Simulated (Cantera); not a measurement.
Feed: 1 mol SiH₄, 0.018 mol HCl, a varied amount of N₂, held at 1623.15 K and 130 Pa.

Method: chemical equilibrium by Gibbs-energy minimisation in Cantera with the NASA 1993 tables (ideal gas, pure condensed phases). Candidate condensed phases: NH₄Cl, Si, Si₃N₄; 28 gas species. Rates play no part.

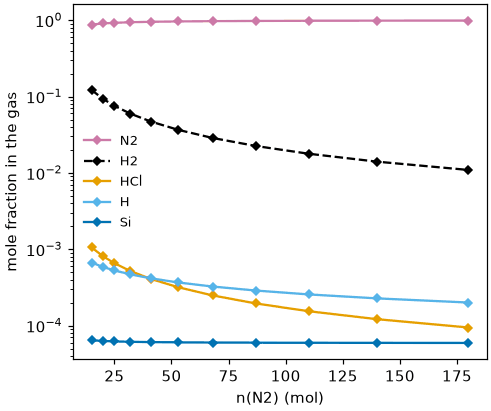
Equilibrium gas composition (values under 1e-9 drawn at 1e-9)

Question: Read off the mole fractions at 15 mol N₂.

Answer: N₂ about 0.88, H₂ about 0.12, HCl about 0.0011, H about 0.00067, Si about 6.4e-5.
